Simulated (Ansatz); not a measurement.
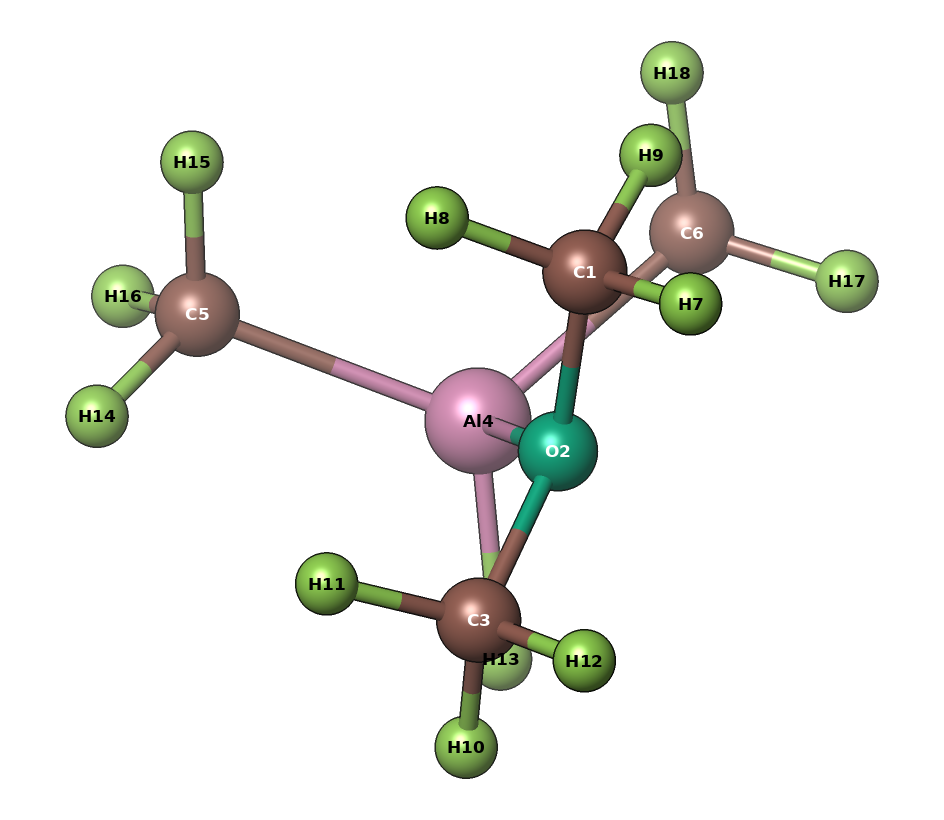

Al4 lies behind O2. The molecule seen a little off the O2–Al4 bond, O2 in front. Distant atoms are faded towards the background colour. The geometry was computed by an optimisation with PBE-D4/def2-SVP. No frequency run is at hand to confirm it as a minimum.

What is the torsion angle C1–O2–Al4–C5? The sign is positive where the front bond must turn clockwise to cover the back bond.

−68°, synclinal (gauche).
